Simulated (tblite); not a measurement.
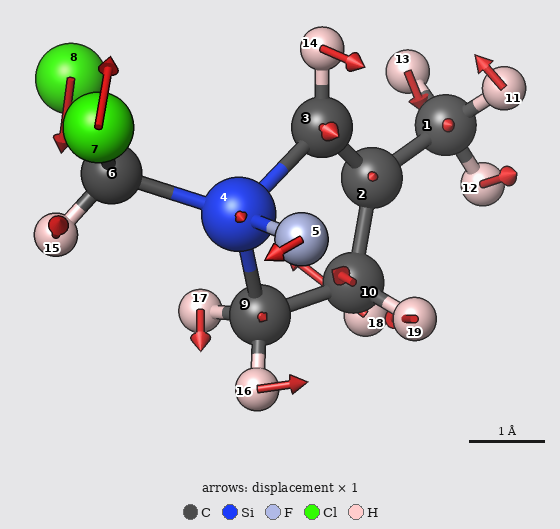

A relaxation of C$_{6}$H$_{9}$Cl$_{2}$FSi. The starting structure is drawn; red arrows show the displacements, at their true length. The two geometries are superimposed by the best rigid fit.

The picture is a ball-and-stick view, seen from a free direction.

Computed with tblite 0.8.0, GFN2-xTB geometry optimisation, gas phase. 

**Describe the change and its energy.**

The largest move after the best rigid fit is that of H18, 1.39 Å. Largest moves by element: H 1.39 Å, Cl 1.26 Å, F 0.62 Å, C 0.52 Å, Si 0.18 Å. Among the contacts that change: Si4–C6 1.810 → 1.924 Å, Si4–F5 1.703 → 1.625 Å, C2–C10 1.432 → 1.505 Å, C9–C10 1.469 → 1.539 Å. Among the angles between lasting bonds that change: F5–Si4–C6 115.2° → 102.0°, C3–Si4–F5 104.6° → 117.3°, C2–C3–H14 130.2° → 121.6°. Groups turn about C1–C2 by about 60°, C9–C10 by about 55°, Si4–C6 by about 50°. After 137 geometry steps the energy has fallen by 82.0 kJ/mol. The run took 2.8 s on 1 thread of Arm Neoverse N1, with other jobs on the host.
